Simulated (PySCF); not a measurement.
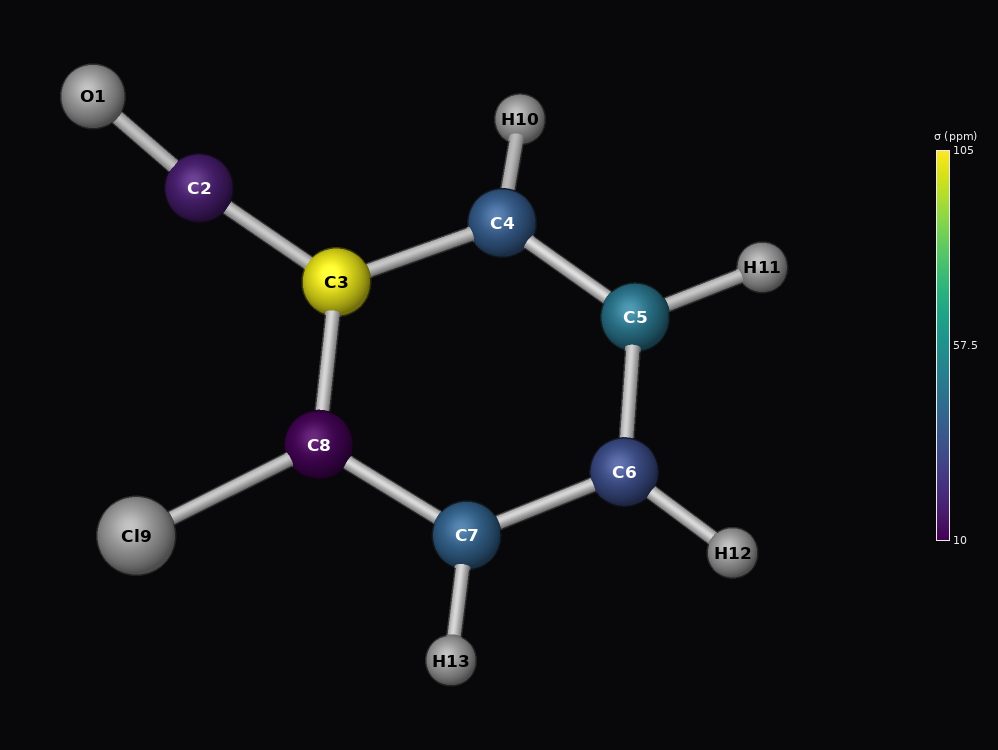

Atoms are coloured by their isotropic NMR shieldings (C only, the others grey). The species has charge +1 and is a spin singlet. Geometry: a frame of a GFN2-xTB molecular-dynamics simulation, not a minimum. Level of theory: GIAO PBE0/pcSseg-1 NMR shielding, non-relativistic, gas phase (PySCF 2.14.0).

Give the isotropic NMR shieldings of the C atoms atom by atom.

| atom | σ (ppm) |
| --- | --- |
| C2 | 17.4 |
| C3 | 101.7 |
| C4 | 37.8 |
| C5 | 47.4 |
| C6 | 32.4 |
| C7 | 40.0 |
| C8 | 10.8 |
